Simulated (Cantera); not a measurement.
Feed: 1 mol SiCl4, 2.4 mol HCl, 3.8 mol H2, held at 1 atm.

Method: chemical equilibrium by Gibbs-energy minimisation in Cantera with the NASA 1993 tables (ideal gas, pure condensed phases). Candidate condensed phases: Si; 19 gas species. The tables' values for SiCl3 are old estimates; treat these amounts as uncertain. Rates play no part.

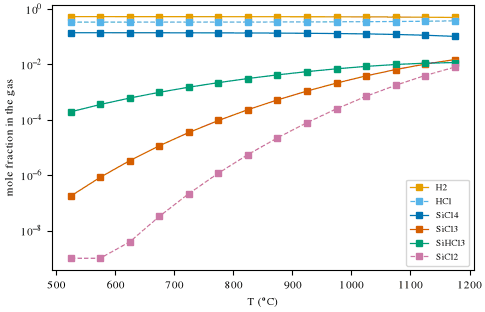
Figure: Equilibrium gas composition (values under 1e-9 drawn at 1e-9)

From 525 °C to 1175 °C nothing is condensed. The main Si-bearing gas is SiCl4 throughout.
